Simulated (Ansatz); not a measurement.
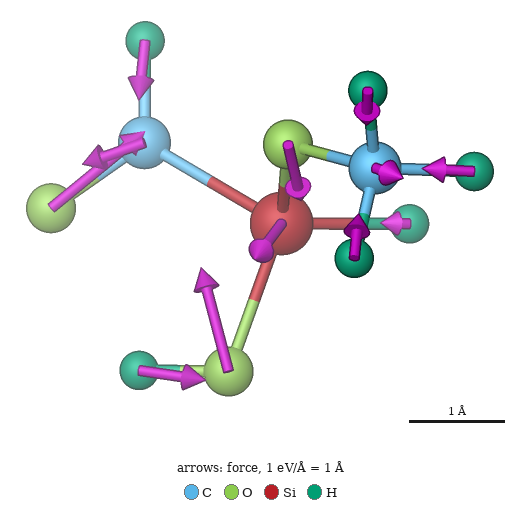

Starting geometry of C$_{2}$H$_{6}$O$_{3}$Si with the computed forces as purple arrows. The picture is a ball-and-stick view, seen from a free direction.

The start comes from PBE-D4/def2-SVP.

Level of theory: Ansatz, RKS PBE0-D4/def2-TZVP. (force threshold 0.005 eV/Å; at most 150 steps)

### Is this structure relaxed? If not, where do the atoms go?

It isn't relaxed: the largest force vector, on an O atom, is 1.30 eV/Å. The final displacements have little in common with the starting forces (cosine between the two patterns 0.28). The energy falls by 0.112 eV in 14 accepted moves (15 points after the start). Largest force component: 1.2 eV/Å at the start, 0.004 eV/Å at the end. The line search rejected the trial step at point 5 of the run. An H atom moves most after the best rigid fit: 0.16 Å. By element the largest moves are H 0.16 Å, O 0.12 Å, Si 0.05 Å, C 0.04 Å. Among the contacts that change: O–Si 1.669 → 1.631 Å, C–Si 1.941 → 1.920 Å, H–O 0.985 → 0.964 Å, C–H 1.134 → 1.114 Å. Bond angles that change, for instance: Si–O–H 107.3° → 113.6°, O–Si–C 101.0° → 104.6°, C–Si–H 117.8° → 115.4°.
